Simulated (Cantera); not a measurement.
A closed system holds: 1 mol MgO, 7 mol C, 0.89 mol CO, 0.002 mol H2O, held at 1.33 mbar.

Equilibrium computed with Cantera from the NASA thermochemical tables; the gas is ideal and each condensed phase is pure. Candidate condensed phases: C, C6H6, C7H8, C8H18, H2O, Mg, MgCO3, MgO, Mg(OH)2; 116 gas species. Kinetics and transport are ignored.

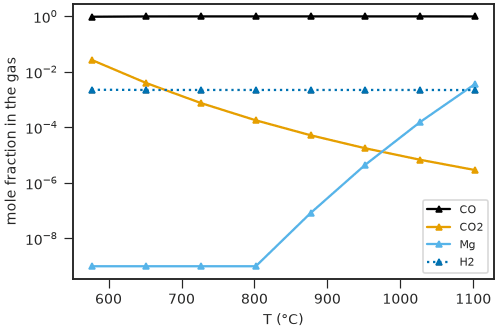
*Equilibrium gas composition (values under 1e-9 drawn at 1e-9)*

From 577 °C to 1102 °C the condensed part is C(graphite) + MgO(s).
